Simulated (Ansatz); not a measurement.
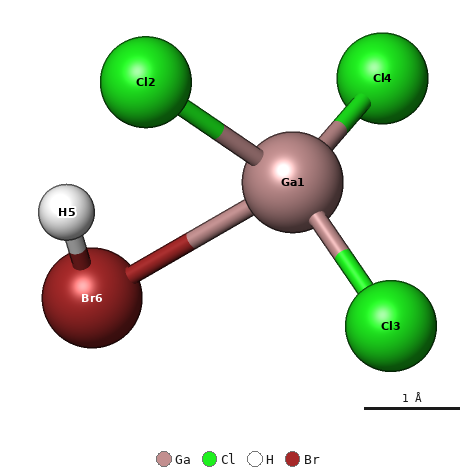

*The input geometry (ball-and-stick view, seen at a tilt; atoms are numbered from 1 in the order of the input). Sticks mark near contacts.*

# Geometry relaxation, with input and output: GaHBrCl₃

The run: geometry relaxation of GaHBrCl₃. Method and program: RKS PBE0-D4/def2-TZVP (Ansatz 0.2.0).

The geometry is a transition state displaced along its imaginary mode. The reaction was set up to form Ga1–Br6 and Cl2–H5 and to break Ga1–Cl2 and H5–Br6 (atoms counted from 1 in the order of the input); sticks are drawn by distance alone. Figures and captions count atoms from 1; the log counts them from 0 in places.

The program's output:
```
Functional definition: PBE0
  name "PBE0"
  cite "Adamo & Barone, J. Chem. Phys. 110, 6158 (1999) doi:10.1063/1.478522"
  cite "Perdew, Burke & Ernzerhof, Phys. Rev. Lett. 77, 3865 (1996) doi:10.1103/PhysRevLett.77.3865"
  parent pbe
  parameter a = 0.25
  parameter kappa = 0.804
  parameter beta = 0.06672455060314922
  exchange = (1 - a)*pbe_x(kappa = kappa, mu = beta*pi^2/3) + a*exact_x
  correlation = pbe_c(beta = beta)
1674 factors; their error is unknown
mean field evaluation 1: about -159984.5826 eV, gradient 3.1e1 eV
mean field evaluation 2: about -159983.6541 eV, gradient 4.4e1 eV
mean field evaluation 4: about -159986.1342 eV, gradient 1.0e0 eV
mean field evaluation 8: about -159986.8685 eV, gradient 6.5e-2 eV
mean field evaluation 16: about -159986.8686 eV, gradient 1.9e-5 eV
mean field -159986.86855687 eV, -5879.4089764704 hartree, gradient 1.9e-5 eV, S^2 0.000000; 0 other end points of the search recorded, 0 dependent functions left out
the calculation of the forces begins
reference -159986.86858693 eV, -5879.4089775754 hartree; 59, 59 occupied and 154, 154 virtual orbitals, 1674 factors
relax step   1: F+E_penalty+E_count = -159987.11284656 eV  Δ(F+E_penalty+E_count) = +0.000e0 eV  max|allowed force component| = 4.022e0 eV/Å  Δτ_max = 0.0000 Å  (26 SCF iters, accepted)
these checks for a lower state are left out or cut short: starts, cluster_reference, orbital_swaps, neighbouring_geometries, increment
1674 factors; their error is unknown
mean field -159987.31558830 eV, -5879.4254045728 hartree, gradient 9.5e-6 eV, S^2 0.000000; 0 other end points of the search recorded, 0 dependent functions left out
the calculation of the forces begins
reference -159987.31561850 eV, -5879.4254056825 hartree; 59, 59 occupied and 154, 154 virtual orbitals, 1674 factors
relax step   2: F+E_penalty+E_count = -159987.55712235 eV  Δ(F+E_penalty+E_count) = -4.443e-1 eV  max|allowed force component| = 4.950e-1 eV/Å  Δτ_max = 0.1949 Å  (29 SCF iters, accepted)
these checks for a lower state are left out or cut short: starts, cluster_reference, orbital_swaps, neighbouring_geometries, increment
1674 factors; their error is unknown
mean field -159987.32768151 eV, -5879.4258489898 hartree, gradient 1.0e-5 eV, S^2 0.000000; 0 other end points of the search recorded, 0 dependent functions left out
the calculation of the forces begins
reference -159987.32771186 eV, -5879.4258501054 hartree; 59, 59 occupied and 154, 154 virtual orbitals, 1674 factors
relax step   3: F+E_penalty+E_count = -159987.56909423 eV  Δ(F+E_penalty+E_count) = -1.197e-2 eV  max|allowed force component| = 8.057e-1 eV/Å  Δτ_max = 0.1948 Å  (29 SCF iters, accepted)
these checks for a lower state are left out or cut short: starts, cluster_reference, orbital_swaps, neighbouring_geometries, increment
1674 factors; their error is unknown
mean field evaluation 32: about -159986.6214 eV, gradient 4.4e-2 eV
mean field -159987.35333959 eV, -5879.4267919069 hartree, gradient 2.2e-5 eV, S^2 0.000000; 0 other end points of the search recorded, 0 dependent functions left out
the calculation of the forces begins
reference -159987.35337006 eV, -5879.4267930267 hartree; 59, 59 occupied and 154, 154 virtual orbitals, 1674 factors
relax step   4: F+E_penalty+E_count = -159987.59378161 eV  Δ(F+E_penalty+E_count) = -2.469e-2 eV  max|allowed force component| = 4.305e-1 eV/Å  Δτ_max = 0.1121 Å  (29 SCF iters, accepted)
these checks for a lower state are left out or cut short: starts, cluster_reference, orbital_swaps, neighbouring_geometries, increment
1674 factors; their error is unknown
mean field -159987.36797952 eV, -5879.4273299146 hartree, gradient 1.2e-5 eV, S^2 0.000000; 0 other end points of the search recorded, 0 dependent functions left out
the calculation of the forces begins
reference -159987.36801005 eV, -5879.4273310362 hartree; 59, 59 occupied and 154, 154 virtual orbitals, 1674 factors
relax step   5: F+E_penalty+E_count = -159987.60766755 eV  Δ(F+E_penalty+E_count) = -1.389e-2 eV  max|allowed force component| = 1.144e-1 eV/Å  Δτ_max = 0.0754 Å  (30 SCF iters, accepted)
these checks for a lower state are left out or cut short: starts, cluster_reference, orbital_swaps, neighbouring_geometries, increment
1674 factors; their error is unknown
mean field -159987.37625036 eV, -5879.4276338621 hartree, gradient 1.4e-5 eV, S^2 0.000000; 0 other end points of the search recorded, 0 dependent functions left out
the calculation of the forces begins
reference -159987.37628095 eV, -5879.4276349864 hartree; 59, 59 occupied and 154, 154 virtual orbitals, 1674 factors
relax step   6: F+E_penalty+E_count = -159987.61536135 eV  Δ(F+E_penalty+E_count) = -7.694e-3 eV  max|allowed force component| = 4.536e-2 eV/Å  Δτ_max = 0.1114 Å  (29 SCF iters, accepted)
these checks for a lower state are left out or cut short: starts, cluster_reference, orbital_swaps, neighbouring_geometries, increment
1674 factors; their error is unknown
mean field -159987.37756272 eV, -5879.4276820906 hartree, gradient 1.2e-5 eV, S^2 0.000000; 0 other end points of the search recorded, 0 dependent functions left out
the calculation of the forces begins
reference -159987.37759340 eV, -5879.4276832181 hartree; 59, 59 occupied and 154, 154 virtual orbitals, 1674 factors
relax step   7: F+E_penalty+E_count = -159987.61660293 eV  Δ(F+E_penalty+E_count) = -1.242e-3 eV  max|allowed force component| = 4.106e-2 eV/Å  Δτ_max = 0.0585 Å  (29 SCF iters, accepted)
these checks for a lower state are left out or cut short: starts, cluster_reference, orbital_swaps, neighbouring_geometries, increment
1674 factors; their error is unknown
mean field evaluation 64: about -159987.3775 eV, gradient 1.1e-5 eV
mean field -159987.37747307 eV, -5879.4276787961 hartree, gradient 1.1e-5 eV, S^2 0.000000; 0 other end points of the search recorded, 0 dependent functions left out
the calculation of the forces begins
reference -159987.37750372 eV, -5879.4276799224 hartree; 59, 59 occupied and 154, 154 virtual orbitals, 1674 factors
relax step   8: F+E_penalty+E_count = -159987.61675861 eV  Δ(F+E_penalty+E_count) = -1.557e-4 eV  max|allowed force component| = 6.277e-3 eV/Å  Δτ_max = 0.0141 Å  (31 SCF iters, accepted)
these checks for a lower state are left out or cut short: starts, cluster_reference, orbital_swaps, neighbouring_geometries, increment
1674 factors; their error is unknown
mean field -159987.37753605 eV, -5879.4276811106 hartree, gradient 1.1e-5 eV, S^2 0.000000; 0 other end points of the search recorded, 0 dependent functions left out
the calculation of the forces begins
reference -159987.37756671 eV, -5879.4276822371 hartree; 59, 59 occupied and 154, 154 virtual orbitals, 1674 factors
relax step   9: F+E_penalty+E_count = -159987.61676773 eV  Δ(F+E_penalty+E_count) = -9.114e-6 eV  max|allowed force component| = 1.450e-3 eV/Å  Δτ_max = 0.0023 Å  (32 SCF iters, accepted)
```

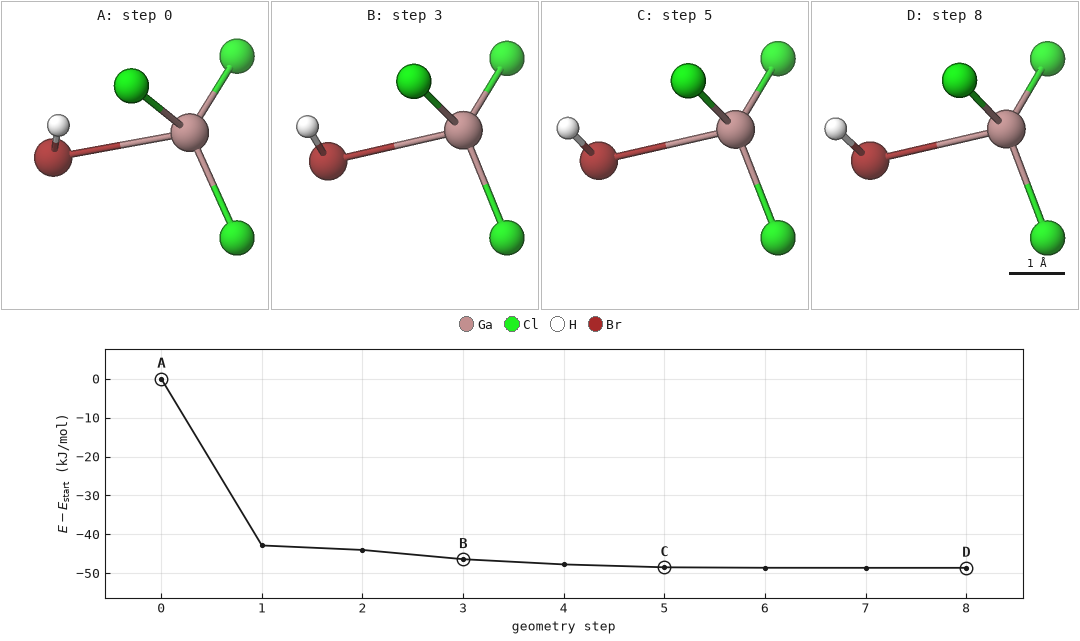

*Frames of the relaxation (ball-and-stick view, seen at a tilt) above the curves, on which the letters mark them (the first geometry is step 0 here and step 1 in the log).*

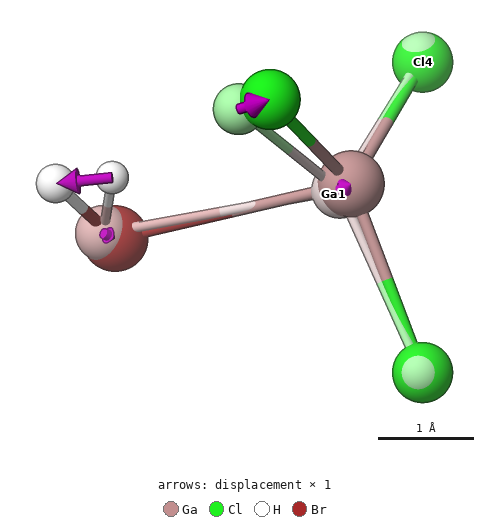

*Start (faint) and end (solid) with the displacements as pink arrows, at true length (ball-and-stick view, seen at a tilt). The two geometries are laid on each other by the best rigid fit.*

The atom that moves furthest after the best rigid fit is H5 (0.61 Å). By element the largest moves are H 0.61 Å, Cl 0.40 Å, Ga 0.19 Å, Br 0.18 Å. Among the contacts that change: H5–Br6 1.300 → 1.427 Å, Ga1–Br6 2.685 → 2.791 Å, Ga1–Cl2 2.164 → 2.141 Å. Among the angles that change: Ga1–Br6–H5 63.9° → 89.0°, Cl2–Ga1–Br6 82.5° → 93.6°, Cl3–Ga1–Br6 105.9° → 98.5°. Over 8 geometry steps the energy falls by 48.6 kJ/mol. The largest force component goes from 4 to 0.0014 eV/Å. (Atoms are counted from 1 in the order of the input.)

```
1674 factors; their error is unknown
mean field -159987.37753605 eV, -5879.4276811106 hartree, gradient 1.1e-5 eV, S^2 0.000000; 1 other end points of the search recorded, 0 dependent functions left out
the calculation of the forces begins
reference -159987.37756671 eV, -5879.4276822371 hartree; 59, 59 occupied and 154, 154 virtual orbitals, 1674 factors
Total energy: -159987.61679838 eV, -5879.4364738390 hartree
Atom 0 at    -0.755432    -0.310474    -0.179251 Å, force    -0.001450    -0.000770    -0.000274 eV/Å
Atom 1 at    -0.818159     1.670239    -0.990499 Å, force    -0.000147    -0.000760     0.000248 eV/Å
Atom 2 at    -0.442801    -1.941955    -1.509623 Å, force     0.000269     0.001016     0.000280 eV/Å
Atom 3 at    -1.720750    -0.675215     1.682061 Å, force     0.000612     0.000674    -0.000598 eV/Å
Atom 4 at     1.878141     1.292978     0.238718 Å, force     0.000025    -0.001042     0.000424 eV/Å
Atom 5 at     1.859001    -0.035573     0.758494 Å, force     0.000692     0.000882    -0.000079 eV/Å
Dipole moment:     0.621736     0.228727     0.158152 e Å
```

Trajectory as extended XYZ (Å, eV, eV/Å), 9 frames, from step=1 to step=9:
```
6
Properties=species:S:1:pos:R:3:forces:R:3 step=1 energy=-159987.11285
Ga   -0.5965   -0.3611   -0.0955   -0.3722  -0.2445  -0.0513
Cl   -0.4445    1.6654   -0.8387   -0.4764   0.3209  -0.3183
Cl   -0.4488   -1.9018   -1.5585    0.0365   0.0449   0.1354
Cl   -1.7458   -0.6166    1.6794    0.1211  -0.0387  -0.0753
H     1.3198    1.0929    0.0944   -1.7867   3.9398  -2.2801
Br    1.9157    0.1213    0.7189    2.4776  -4.0223   2.5895
6
Properties=species:S:1:pos:R:3:forces:R:3 step=2 energy=-159987.55712
Ga   -0.6497   -0.3534   -0.1198   -0.0891   0.1702  -0.1031
Cl   -0.5628    1.6815   -0.8926   -0.0876  -0.1373   0.0193
Cl   -0.4511   -1.9180   -1.5436    0.0266  -0.0017   0.0511
Cl   -1.7423   -0.6385    1.6801    0.0510  -0.0257  -0.0094
H     1.4783    1.2048    0.1135   -0.0180   0.4894  -0.2015
Br    1.9275    0.0236    0.7623    0.1172  -0.4950   0.2435
6
Properties=species:S:1:pos:R:3:forces:R:3 step=3 energy=-159987.56909
Ga   -0.6917   -0.3609   -0.1337    0.0246   0.2884  -0.1046
Cl   -0.6138    1.6669   -0.9073   -0.1213  -0.1149  -0.0030
Cl   -0.4620   -1.9394   -1.5350    0.0074  -0.0442   0.0071
Cl   -1.7503   -0.6626    1.6819   -0.0006  -0.0361   0.0274
H     1.6422    1.3069    0.1386    0.1469  -0.8057   0.3787
Br    1.8756   -0.0110    0.7553   -0.0570   0.7124  -0.3056
6
Properties=species:S:1:pos:R:3:forces:R:3 step=4 energy=-159987.59378
Ga   -0.6911   -0.3190   -0.1501   -0.0786   0.1805  -0.1031
Cl   -0.7112    1.6925   -0.9565    0.0408  -0.2277   0.1067
Cl   -0.4388   -1.9261   -1.5173    0.0215  -0.0197  -0.0170
Cl   -1.7187   -0.6576    1.6789    0.0012   0.0004   0.0337
H     1.6607    1.2523    0.1677    0.1596  -0.3641   0.2085
Br    1.8991   -0.0421    0.7771   -0.1445   0.4305  -0.2288
6
Properties=species:S:1:pos:R:3:forces:R:3 step=5 energy=-159987.60767
Ga   -0.7093   -0.3197   -0.1571   -0.0717   0.0529  -0.0497
Cl   -0.7402    1.6767   -0.9618    0.0262  -0.0735   0.0396
Cl   -0.4500   -1.9323   -1.5195    0.0286  -0.0054   0.0101
Cl   -1.7298   -0.6637    1.6769    0.0265  -0.0033   0.0154
H     1.7310    1.2692    0.1892    0.0774  -0.0852   0.0648
Br    1.8983   -0.0302    0.7721   -0.0870   0.1144  -0.0803
6
Properties=species:S:1:pos:R:3:forces:R:3 step=6 energy=-159987.61536
Ga   -0.7391   -0.3150   -0.1709   -0.0366  -0.0454   0.0034
Cl   -0.7905    1.6666   -0.9780    0.0091   0.0415  -0.0128
Cl   -0.4533   -1.9407   -1.5146    0.0206   0.0050   0.0143
Cl   -1.7313   -0.6738    1.6775    0.0254   0.0002   0.0021
H     1.8351    1.2917    0.2220    0.0197  -0.0165   0.0144
Br    1.8791   -0.0288    0.7639   -0.0382   0.0151  -0.0213
6
Properties=species:S:1:pos:R:3:forces:R:3 step=7 energy=-159987.61660
Ga   -0.7569   -0.3106   -0.1798   -0.0072  -0.0411   0.0134
Cl   -0.8204    1.6673   -0.9902   -0.0022   0.0369  -0.0155
Cl   -0.4479   -1.9444   -1.5093    0.0057   0.0092   0.0068
Cl   -1.7249   -0.6785    1.6802    0.0106   0.0043  -0.0056
H     1.8899    1.2983    0.2413   -0.0068  -0.0199   0.0052
Br    1.8603   -0.0321    0.7577   -0.0001   0.0106  -0.0043
6
Properties=species:S:1:pos:R:3:forces:R:3 step=8 energy=-159987.61676
Ga   -0.7548   -0.3105   -0.1790   -0.0024  -0.0063   0.0015
Cl   -0.8161    1.6702   -0.9896   -0.0022   0.0053  -0.0030
Cl   -0.4435   -1.9424   -1.5092    0.0009   0.0010  -0.0008
Cl   -1.7211   -0.6759    1.6817    0.0004   0.0015   0.0003
H     1.8771    1.2935    0.2381   -0.0002   0.0027  -0.0012
Br    1.8584   -0.0349    0.7580    0.0035  -0.0043   0.0031
6
Properties=species:S:1:pos:R:3:forces:R:3 step=9 energy=-159987.61677
Ga   -0.7554   -0.3105   -0.1793   -0.0014  -0.0008  -0.0003
Cl   -0.8182    1.6702   -0.9905   -0.0001  -0.0008   0.0002
Cl   -0.4428   -1.9420   -1.5096    0.0003   0.0010   0.0003
Cl   -1.7208   -0.6752    1.6821    0.0006   0.0007  -0.0006
H     1.8781    1.2930    0.2387    0.0000  -0.0010   0.0004
Br    1.8590   -0.0356    0.7585    0.0007   0.0009  -0.0001
```

The run was set up as follows.

The input:
```yaml
crystal:
  periodic: [false, false, false]
  atoms:
    - {symbol: Ga, position_ang: [-0.596458, -0.361118, -0.095452]}
    - {symbol: Cl, position_ang: [-0.444492, 1.665382, -0.838714]}
    - {symbol: Cl, position_ang: [-0.448837, -1.901804, -1.558546]}
    - {symbol: Cl, position_ang: [-1.745794, -0.616620, 1.679380]}
    - {symbol: H, position_ang: [1.319836, 1.092907, 0.094356]}
    - {symbol: Br, position_ang: [1.915745, 0.121253, 0.718876]}
basis:
  gaussian: {orbitals: def2-TZVP}
hamiltonian: {xc: pbe0, dispersion: d4}
relax: {f_tol: 0.005, max_steps: 200}
```

Run as:
```bash
ansatz run in.yaml --threads 8 --pin off --events-out ev --progress --plain --max-ram 19148MiB
```

Results in brief:

```csv
quantity,value
outcome,converged
total energy,−159987.6168 eV
mean-field energy,−159987.3776 eV
dispersion energy,−0.2392 eV
SCF solution under orbital rotations,stable
largest force (length of the vector) at the end,0.002 eV/Å
dipole moment,3.27 D
hardware,"8 threads of Arm Neoverse V2, 23 GiB of memory available, shared host"
wall time,30 s (CPU time 3.6 min)
peak memory,0.9 GiB
```
